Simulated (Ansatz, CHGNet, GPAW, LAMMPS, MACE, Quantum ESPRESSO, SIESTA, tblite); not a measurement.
## Codes compared on glassy 61Al2O3-39P2O5 (mol %) (104 atoms)

Aim: run glassy 61Al2O3-39P2O5 (mol %) (104 atoms) in several programs and set results and cost side by side. A plane-wave run serves as the reference.

Main program and level: Ansatz 0.2.0; Kohn-Sham DFT, PBE, PAW, plane waves.

## (1) Starting point

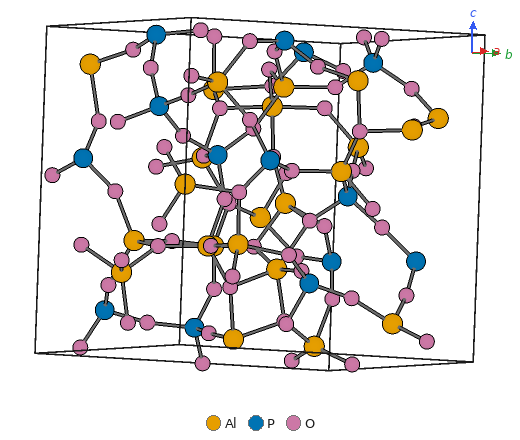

The starting structure, seen slightly off an axis (aluminium orange, phosphorus blue, oxygen pink). Some periodic images of atoms are drawn too.

The cell holds 104 atoms: 22 Al, 14 P and 68 O. Its edges and angles: a = 10.928 Å, b = 10.928 Å, c = 10.928 Å, α = 90.0°, β = 90.0°, γ = 90.0°. 104 atoms (22 Al, 14 P, 68 O) placed at random at 2.66 g/cm³, melted at 4000 K for 10 ps at fixed volume with the Morse and Coulomb pair potential with partial charges (Pedone, Malavasi, Menziani, Cormack and Segre, J. Phys. Chem. B 110, 11780 (2006)). Quenched from 4000 K to 300 K at 50 K/ps and fixed volume, held 10 ps at zero pressure.

## (2) Reference: Ansatz, plane waves

The PAW files are the set soft_2.

File input.yaml:

```yaml
crystal:
  lattice:
    - [10.92802, 0.0, 0.0]
    - [0.0, 10.92802, 0.0]
    - [0.0, 0.0, 10.92802]
  atoms:
    - { symbol: Al, position: [0.18532, 0.50291, 0.35003] }
    - { symbol: Al, position: [0.85571, 0.07066, 0.49822] }
    - { symbol: Al, position: [0.4707, 0.58053, 0.27548] }
    - { symbol: Al, position: [0.36452, 0.76912, 0.05267] }
    [... 94 atom lines left out ...]
    - { symbol: O, position: [0.75716, 0.04379, 0.61297] }
    - { symbol: O, position: [0.37942, 0.57462, 0.88803] }
    - { symbol: O, position: [0.09037, 0.78739, 0.59066] }
    - { symbol: O, position: [0.87607, 0.24498, 0.48204] }
    - { symbol: O, position: [0.49381, 0.81416, 0.58807] }
    - { symbol: O, position: [0.84667, 0.65445, 0.18053] }
kpoints:
  mp_grid: { grid: [1, 1, 1] }
hamiltonian:
  xc: pbe
scf:
  occupations: { method: fermi_dirac, width: 0.05 }
output:
  forces: true
  eigenvalues: true
  populations: true
  stress: true
```

Started as:

```sh
$ ansatz run input.yaml --threads 4 --pin off --max-ram 8192MiB --backend cpu --events-out ev --progress --plain --runs-dir out
```

Log:

```text
[...]
Pseudopotentials: kind: paw
Pseudopotential: Al, paw, valence charge 3, recommended cutoff 420 eV (normal), Al.paw.azcp
Pseudopotential: P, paw, valence charge 5, recommended cutoff 420 eV (normal), P.paw.azcp
Pseudopotential: O, paw, valence charge 6, recommended cutoff 420 eV (normal), O.paw.azcp
[... 5 lines on functional and potentials left out ...]
Crystal: 104 atoms, lattice volume = 1305.042 Å³
Basis set: ecut = 420 eV, 25533 PW (Γ), exchange–correlation on 150×150×150 points (8 copies of the dense FFT grid, shifted against one another)
Bands: 376, of which v1, the nominal top of the filled ones, is band 272 counted from 1 (271 counted from 0)
Symmetry: 1 space group operations
Space group: P1 (ITA 1), of the structure as read, at distance tolerance 1.1e-4 Å
k-points: 1
[... 7 lines on functional and potentials left out ...]
Initial density: superposition of atomic densities (neutral atoms: chi_scale 0, normalization atom), corrected by the library's trained network
Initial wavefunctions: pseudopotential atomic-orbital guess
[...]
SCF iter   1: F=—  HF=-61076.881135 eV  |F-HF|=—  |Δ(HF+E_count)|=         —  Δρ=2.55e-3  dr2=1.05e-1  ethr=1.77e-3  ⟨swp⟩=6.0  Hψ=1843  notcnv=0  defer=91
preconditioner: auto → Resta (q_TF=auto, 2.358 Å⁻¹)  ε∞=3.2  [insulator: Δε(μ)=3.471 eV  Ē_g=16.290 eV  σ=0.050 eV  W_gap=1.00  n_scr=256 (ndim 8)  ℏωp=24.0 eV  f_vac=0.129  D(μ)=0.00/eV (n_scr^D=0)  ε∞_Penn≈3.2]
[...]
SCF iter   8: F=—  HF=-61076.882977 eV  |F-HF|=—  |Δ(HF+E_count)|=   7.83e-7  Δρ=5.95e-6  dr2=3.77e-7  ethr=3.12e-10  ⟨swp⟩=2.0  Hψ=545  notcnv=0  defer=99
SCF iter   9: F=-61076.882977 eV  HF=-61076.882977 eV  |F-HF|=1.11e-9  |Δ(HF+E_count)|=   6.39e-8  Δρ=1.90e-6  dr2=3.93e-8  ethr=1.84e-11  ⟨swp⟩=22.0  Hψ=2582  notcnv=0
SCF 1 converged in 9 iterations: F = -61076.882977 eV  dr2 = 3.93e-8
[...]
SCF converged after 9 iterations
Free energy (F): -61076.882977 eV
Harris-Foulkes:  -61076.882977 eV  (|F-HF|=1.11e-9)
Internal energy: -61076.882977 eV  (E = F + TS)
E sigma→0 (E₀):  -61076.882977 eV
Fermi energy:    5.984536 eV
--- Per-component energies (eV) ---
[...]
Σ components = -61076.882977   (vs F -61076.882977, Δ=0.00e0)
--- Forces (eV/Å), atoms counted from 1 ---
  atom   1  Al     0.32607783     0.00495909    -0.93117700
  atom   2  Al     2.32562943     0.00800107     4.05316049
  atom   3  Al     1.84024232    -0.14897968    -1.76006863
  atom   4  Al     1.09677951    -0.75178634     1.47421896
[...]
atom 104  O      1.31760401     0.58007821     0.78706164
  max |Σ_I F_I| component: 9.27e-5 eV/Å
--- Stress (GPa, compression-positive) ---
        1.682980      -0.619850      -0.759533
       -0.619848       7.798831       2.614720
       -0.759534       2.614716       4.938722
  P = ⅓ Tr σ = 4.8068 GPa (48.068 kbar)
--- Band table (eV) ---
  k-point 0: bands = ["-19.1821", "-19.0811", "-18.5712", "-18.4892", [... 360 levels ...], "14.0529", "14.1367", "14.2110", "14.2337", "14.2652", "14.3174", "14.3416", "14.3845", "14.4014", "14.5086", "14.5668", "14.5850"]
--- Löwdin populations: 104 sites ---
  site symbol       q [e]
     0     Al      1.6370
     1     Al      1.5954
     2     Al      1.6364
[...]
103      O      6.7838
  spilling = 0.013450 (of n_electrons = 544.000000)
```

The job ended after 18 s (4 threads of Arm Neoverse V2, shared host; peak memory 1.6 GiB).

The column dr2 measures how far the density is from self-consistency, as an energy; F and HF (Harris–Foulkes) agree once it is small.

Read from the output:

```
free energy                                      : -61076.8830 eV
free energy per atom                             : -587.2777 eV/atom
SCF cycles                                       : 9
pressure                                         : 4.807 GPa
r.m.s. force component                           : 1.123 eV/Å
longest force                                    : 4.833 eV/Å
Fermi energy                                     : 5.985 eV
gap (highest filled to lowest empty level) : 3.341 eV
spilling of the projection                       : 0.01345
```

Neighbours are counted within 2.19 Å (O-Al), 1.98 Å (O-P).

Length of the force by element and coordination:

```tsv
element	coordination	atoms	mean length of the force (eV/Å)	spread	least	most
Al	all	22	1.82	0.941	0.428	4.67
Al	4	19	1.81	0.993	0.428	4.67
Al	5	3	1.88	0.491	1.40	2.55
O	all	68	1.49	0.929	0.119	4.83
O	2	57	1.49	0.893	0.161	4.83
O	3	11	1.48	1.09	0.119	4.03
P	all	14	2.32	1.10	0.299	4.21
```

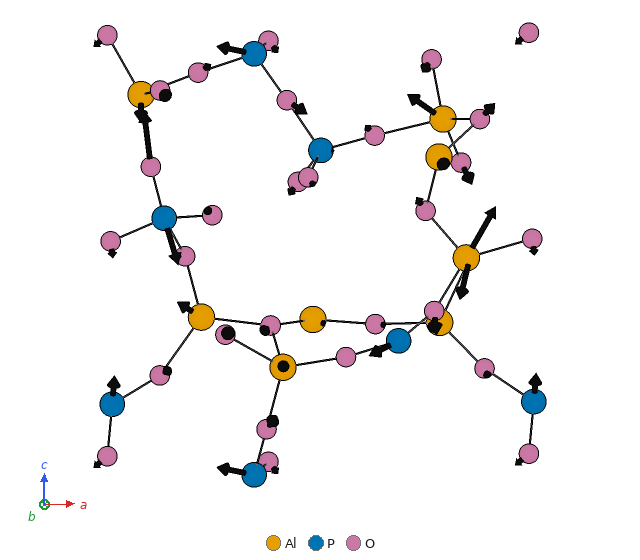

Forces as arrows; the longest in the cell is 4.83 eV/Å. Drawn is a slice 4 Å thick, seen along the normal of the ac plane. Bonds to atoms that aren't drawn are left out.

Löwdin charges by element and coordination (they lack the spilled electrons, 0.070 e an atom on average):

```tsv
element	coordination	atoms	mean charge (e)	spread	least	most
Al	all	22	1.38	0.032	1.33	1.44
Al	4	19	1.38	0.0322	1.33	1.44
Al	5	3	1.35	0.0111	1.34	1.36
O	all	68	-0.804	0.0498	-0.922	-0.733
O	2	57	-0.798	0.0492	-0.922	-0.733
O	3	11	-0.832	0.0426	-0.881	-0.761
P	all	14	2.26	0.0221	2.23	2.29
```

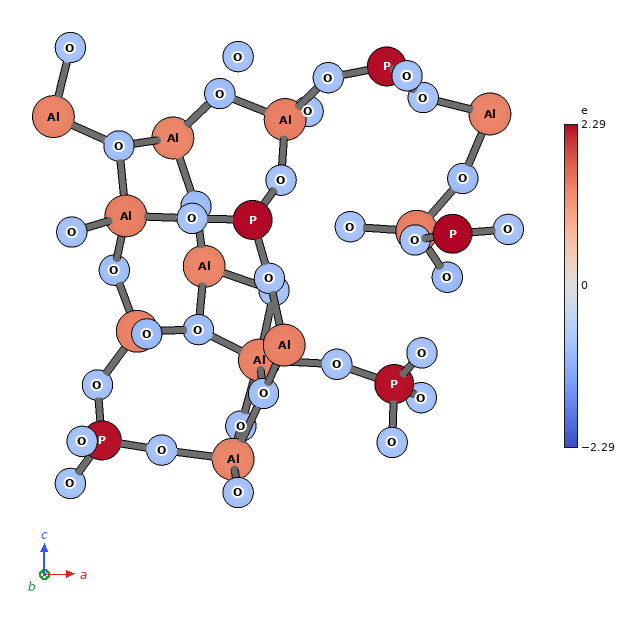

Atoms coloured by Löwdin charge. Drawn is a slice 4 Å thick, seen along the normal of the ac plane. Bonds to atoms that aren't drawn are left out.

The levels nearest the highest filled one (over half full), pooled over k-points and spins:

```tsv
level less the highest filled one (eV)	occupation
-0.418	2
-0.359	2
-0.309	2
-0.218	2
-0.143	2
0	2
3.34	0
4.54	0
4.67	0
4.91	0
5.00	0
5.19	0
```

## (3) The other programs

The programs:
- CHGNet: machine-learned potential, published weights.
- GPAW 26.7.0: PAW with atomic orbitals (LCAO), plane waves or a real-space grid of spacing h.
- MACE: machine-learned potential, published weights.
- Quantum ESPRESSO 7.5: plane waves; labels (QE) give functional, pseudopotential set and cutoffs of waves/density.
- SIESTA 5.4.2: numerical atomic orbitals, whose automatically made sets are far from complete, with PseudoDojo norm-conserving potentials that we converted to its format (checked against plane waves on the same files for H, C, O, Si, Ge and Ca alone); labels give functional, basis size, energy shift and mesh cutoff.
- tblite 0.8.0: extended tight binding, driven from Python.

All use the same cell and atoms; the electronic-structure runs use the same k-mesh, and an electronic temperature of 580 K (0.05 eV) where levels are smeared.

Differences are against the plane-wave reference, forces as r.m.s. over components; share is that over the reference's r.m.s. force, slope the least-squares factor from reference forces to these. Total energies of different programs have different zeros and aren't compared.

```tsv
run	Δ force, r.m.s. (meV/Å)	share (%)	slope	Δ pressure (GPa)	Δ gap (eV)	cores	CPU time	memory (GiB)
reference	-	-	-	-	-	4	67 s	1.6
CHGNet 0.3.0 potential	163	14.5	0.928	-0.786	-	1	5.1 s	1.4
GPAW LDA, LCAO dzp, h 0.18 Å	310	27.6	1.110	-	-0.230	2	2.9 min	2.0
GPAW PBE, LCAO dzp, h 0.18 Å	452	40.2	1.175	-	-0.148	2	3 min	2.0
GPAW PBE, LCAO dzp, h 0.25 Å (coarse)	579	51.5	1.146	-	-0.157	1	84 s	0.82
GPAW PBE, LCAO szp(dzp), h 0.18 Å (coarse)	594	52.9	1.238	-	-0.243	1	2 min	1.6
MACE MP-0b3 medium potential	95.9	8.53	0.953	-0.736	-	1	9.3 s	1.2
MACE MPA-0 medium potential	87.3	7.77	0.975	-0.170	-	1	9.5 s	1.2
QE PBE, sssp-1.3.0-efficiency, 30/240 Ry (coarse)	98.9	8.80	1.032	-36.8	-0.0571	2	5.3 min	1.5
QE PBE, sssp-1.3.0-efficiency, 60/480 Ry	73.1	6.51	1.031	0.713	0.008	4	18 min	4.3
SIESTA PBE, DZ, shift 0.01 Ry, mesh 500 Ry (coarse)	1892	168	1.503	20.3	-0.372	2	2.9 min	1.6
SIESTA PBE, DZP, shift 0.01 Ry, mesh 500 Ry	231	20.6	1.107	3.13	-0.0316	4	7.3 min	3.0
SIESTA PBE, SZ, shift 0.02 Ry, mesh 500 Ry (coarse)	2516	224	1.679	19.4	-0.779	1	92 s	0.92
tblite GFN1-xTB	457	40.7	0.791	7.20	-	1	6.7 s	0.14
```

Rows marked coarse were listed beforehand as settings not expected to be converged; some can still land near the reference.

Times of the machine-learned potentials are mostly Python's start and the loading of weights.

CPU time is summed over cores on a shared host, where runs went side by side, so it is rough. Symmetry, cutoffs, thresholds, outputs and thread counts weren't matched or tuned between programs; memory under MPI is the largest rank's times the ranks.

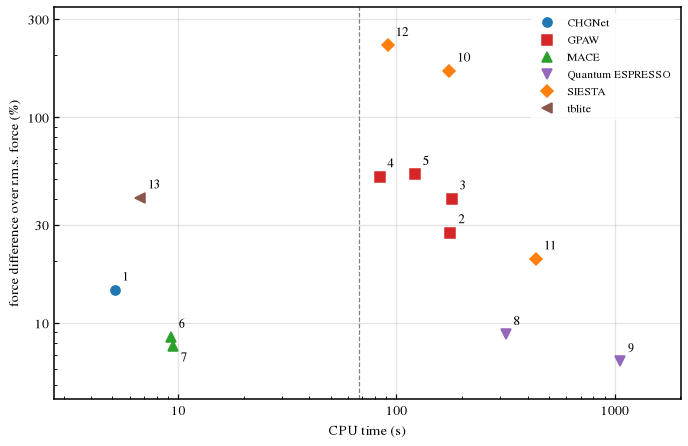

Force difference against CPU time; the dashed line marks the reference's time. Points: 1 CHGNet 0.3.0 potential; 2 GPAW LDA, LCAO dzp, h 0.18 Å; 3 GPAW PBE, LCAO dzp, h 0.18 Å; 4 GPAW PBE, LCAO dzp, h 0.25 Å; 5 GPAW PBE, LCAO szp(dzp), h 0.18 Å; 6 MACE MP-0b3 medium potential; 7 MACE MPA-0 medium potential; 8 QE PBE, sssp-1.3.0-efficiency, 30/240 Ry; 9 QE PBE, sssp-1.3.0-efficiency, 60/480 Ry; 10 SIESTA PBE, DZ, shift 0.01 Ry, mesh 500 Ry; 11 SIESTA PBE, DZP, shift 0.01 Ry, mesh 500 Ry; 12 SIESTA PBE, SZ, shift 0.02 Ry, mesh 500 Ry; 13 tblite GFN1-xTB.

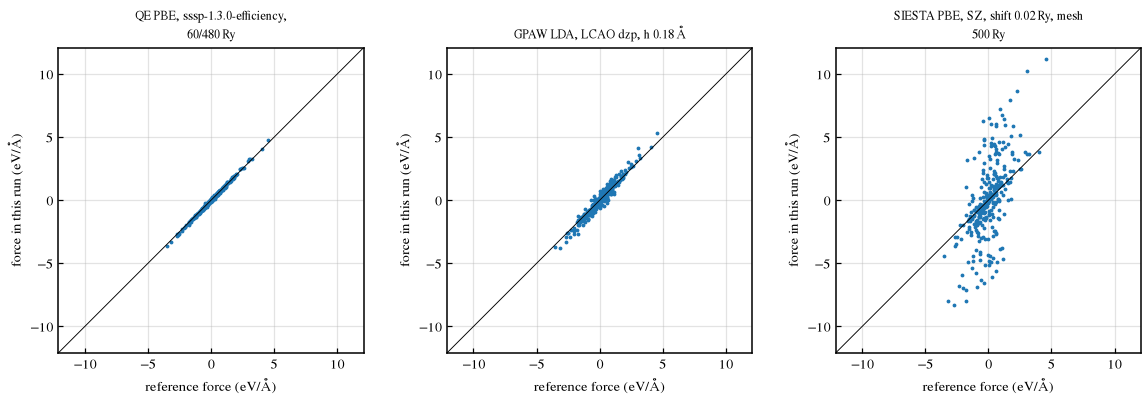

Force components against those of the reference; the line marks equality.

Mean charges by element (e), by run and scheme:

```tsv
run	scheme	Al	P	O
reference	Löwdin	+1.38	+2.26	-0.80
SIESTA PBE, DZP, shift 0.01 Ry, mesh 500 Ry	Hirshfeld	+0.38	+0.47	-0.22
tblite GFN1-xTB	Mulliken	+0.63	+0.56	-0.32
```

The reference's Löwdin charges lack the electrons that the projection spills, 0.070 e an atom on average.

Within one program, basis, potentials and functional, energies share a zero. Each run against its twin at the usual cutoff or grid and solver:

```tsv
run	twin	Δ energy (meV/atom)	Δ force, r.m.s. (meV/Å)	CPU time over the twin's
GPAW PBE, LCAO dzp, h 0.25 Å	LCAO dzp, h 0.18 Å	351	407	0.47 (this twin ran on 2 cores)
QE PBE, sssp-1.3.0-efficiency, 30/240 Ry	sssp-1.3.0-efficiency, 60/480 Ry	572	41.9	0.3 (this twin ran on 4 cores)
```

## (4) Summary of results

| Property | Result |
| --- | --- |
| reference r.m.s. force component | 1.12 eV/Å |
| nearest in forces | QE PBE, sssp-1.3.0-efficiency, 60/480 Ry, 6.5 % |
| farthest in forces | SIESTA PBE, SZ, shift 0.02 Ry, mesh 500 Ry (coarse), 224 % |
| cheapest electronic-structure run beside the reference | tblite GFN1-xTB, 6.7 s of CPU time |

PBE on plane waves or a grid with other potentials, cutoffs or grids, coarse settings apart, differs from the reference by 6.5 % (QE PBE, sssp-1.3.0-efficiency, 60/480 Ry) of the r.m.s. force; potentials, valence shells or grid differ, and the table alone doesn't part them (QE's 60 Ry are 816 eV, against the reference's 420 eV). The PBE runs in local orbitals, coarse settings apart, differ by 21 % (SIESTA PBE, DZP, shift 0.01 Ry, mesh 500 Ry) to 40 % (GPAW PBE, LCAO dzp, h 0.18 Å); basis, grid and potentials can all enter. Tight binding differs by 41 % (tblite GFN1-xTB); it is another model, with fitted parameters of its own, and the xTB methods hold dispersion. Machine-learned potentials differ by 7.8 % (MACE MPA-0 medium potential) to 15 % (CHGNet 0.3.0 potential); they were trained on other programs' data. Rows with another functional or a dispersion term differ by 28 % (GPAW LDA, LCAO dzp, h 0.18 Å), which mixes the change of model with differences of basis and potentials. Runs with settings chosen to be coarse differ by 8.8 % (QE PBE, sssp-1.3.0-efficiency, 30/240 Ry) to 224 % (SIESTA PBE, SZ, shift 0.02 Ry, mesh 500 Ry), their programs' other errors included. One electronic-structure run takes under half the reference's CPU time: tblite GFN1-xTB, at 41 % in 6.7 s against 67 s; its pressure misses by +7.2 GPa. SIESTA PBE, DZP, shift 0.01 Ry, mesh 500 Ry stiffens the forces by a factor of 1.11 while following their directions (correlation 0.988). At the same functional, gaps differ from the reference's 3.34 eV by between -0.78 and +0.01 eV. In pressure, QE PBE, sssp-1.3.0-efficiency, 30/240 Ry misses by -36.8 GPa, at the same functional; a cutoff this low leaves a large Pulay stress. Charges hang on model, scheme and program or settings: among these rows the mean for P runs from +0.47 to +2.26 e. In the reference: filled and empty levels are parted by 3.34 eV (at Γ alone); a semilocal functional tends to put such gaps too low. In a disordered cell it changes from sample to sample, and tail or defect levels can set it. In the reference: mean Löwdin charges: Al +1.38, O -0.80, P +2.26 e (they miss 1.3 % of the electrons, so they add up to more than the cell's charge). Periodic xTB results under one method name differ between programs and library versions. In our tests on small cells the SSSP efficiency potentials stood apart from two norm-conserving sets, for C–F bonds most and for P–O bonds less, so differences between them and other runs here needn't be the other run's error. Machine-learned potentials mimic data converged in k, so the reference's own k-point error enters their differences. The quench rate of 50 K/ps is many orders above laboratory rates, so the cell is likely richer in defects and strain than a real sample. The network of bonds at the start is that of the classical potential that made the cell, and needn't be the one that DFT or experiment would give. The reference's stress is far from hydrostatic: its diagonal is 1.7, 7.8, 4.9 GPa, compression counted positive. The electronic-structure runs sample only Γ, in a cell whose shortest periodic width is 11 Å.

[Also dropped from logs without a mark: logging warnings of Python, and SIESTA's first energy breakdown and zero terms.]

[Logs are printed without paths, hosts, clocks, repeated set-up lines and the standing remarks that a program may print on its own settings, such as how far it seeks lower states.]

[Hosts, paths, dates, database ids (printed as entryN), source tags and the programs' standing remarks are cut or masked in the printed files.]
